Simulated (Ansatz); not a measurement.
**TiSi2, pressure series**

Take TiSi₂ (space group Cmcm, No. 63; a = 3.546 Å, b = 13.565 Å, c = 3.580 Å) as the base.

Cell and atoms are relaxed at each pressure.

Computed with PBE, PAW, 420 eV (Ansatz, a first-principles code; spin-orbit coupling left out), earlier PAW set.

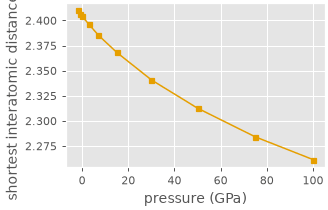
Figure. Shortest interatomic distance against pressure

### Question
From the plot, what is the shortest interatomic distance for pressure 15 GPa?

### Answer
About 2.37 Å.

### Question
Is the trend monotonic over the range shown?

### Answer
Yes, it falls throughout, spanning 2.261 Å to 2.410 Å.

Load acts through the strain it causes; cell and atoms are relaxed under it. No phonon test of stability was made. Competing high-pressure phases were not computed. All final runs are without spin polarisation.
